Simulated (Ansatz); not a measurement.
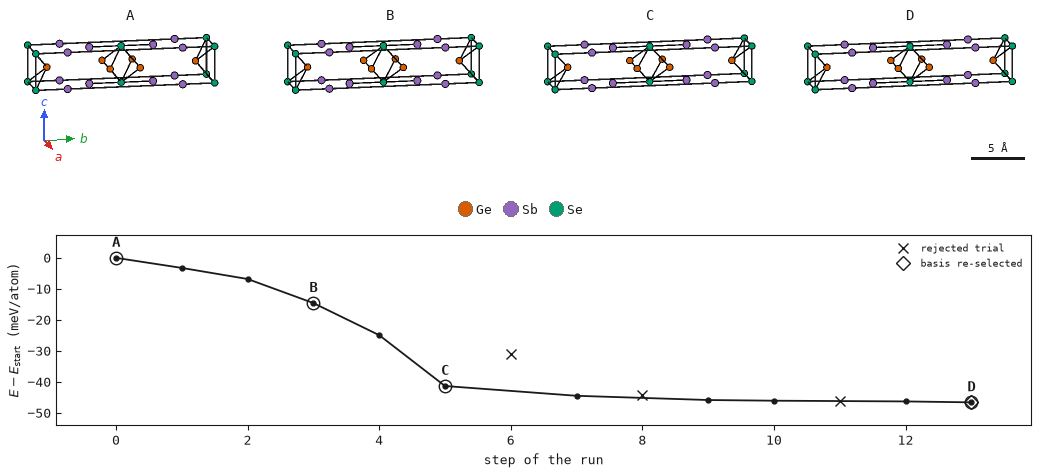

Frames of a relaxation of solid Ge$_{2}$Sb$_{2}$Se (a generated structure, set up in Cmmm) (coarse preliminary run), marked on the history of the run. Style: ball-and-stick. Shown: the conventional cell (2 times the calculation's cell), slightly off an axis. Lengths and directions refer to the drawn axes.

Level of theory: DFT PBE, scalar-relativistic, plane waves, PAW (Ansatz).

Input
```yaml
crystal:
  lattice:
    - [1.9917132668, -8.6311679666, 0.0]
    - [1.9917132668, 8.6311679666, 0.0]
    - [0.0, 0.0, 3.5442329787]
  atoms:
    - { symbol: Ge, position: [0.5842544006, 0.4157455994, 0.5] }
    - { symbol: Ge, position: [0.4157455994, 0.5842544006, 0.5] }
    - { symbol: Sb, position: [0.8216513627, 0.1783486373, 0.0] }
    - { symbol: Sb, position: [0.1783486373, 0.8216513627, 0.0] }
    - { symbol: Se, position: [0.0, 0.0, 0.0] }
basis:
  ecutwfc: 420
kpoints:
  mp_grid: { grid: [4, 4, 6] }
hamiltonian:
  xc: pbe
scf:
  occupations: { method: gaussian, width: 0.1 }
  lower_state_search: "off"
output:
  forces: true
  stress: true
  eigenvalues: true
relax:
  adjacent_minimum: "off"
  f_tol: 0.04
  max_steps: 70
  cell: { stress_tol: 0.4 }
```

Launched with:
```bash
ansatz run input.yaml --threads 1 --pin off --max-ram 2560MiB --backend cpu --events-out ev --progress --plain --runs-dir out
```

Q: Describe the path.

A: The largest moves relative to the cell, 0.17 Å, are those of Sb3 and Sb4. Sb3 goes along +b. By element the largest moves are Sb 0.17 Å, Ge 0.11 Å. Se stays in place. Cell: a 3.983 → 3.674 Å (−7.8 %), b 17.262 → 19.029 Å (+10.2 %), c 3.544 → 3.439 Å (−3.0 %). Volume −1.4 %. Near-neighbour distances that change, for instance: Sb3–Se5 3.079 → 3.565 Å, Ge1–Se5 3.037 → 2.925 Å. The space group stays Cmmm (No. 65). Over 9 accepted moves (13 points after the start) the energy falls by 46.6 meV per atom. Largest force component: 0.17 eV/Å at the start, 0.02 eV/Å at the end. The pressure goes from 0.11 to 0.02 GPa. The line search rejected the trial steps at points 6, 8, 11 of the run. At 1 point the geometry stayed and the basis and grid were re-selected for the new cell (energy shift of 0.3 meV per atom at most each time). The run took 77 s on 1 thread of Intel(R) Xeon(R) 6975P-C (Granite Rapids) (shared host), peak memory 0.53 GiB. From step 0 to 3: Sb atoms move most (0.11 Å), volume −0.6 %, energy −14.6 meV per atom. From step 3 to 5: Ge atoms move most (0.08 Å), volume −1.8 %, energy −26.7 meV per atom. From step 5 to 13: Ge atoms move most (0.08 Å), volume +1.1 %, energy −5.3 meV per atom.
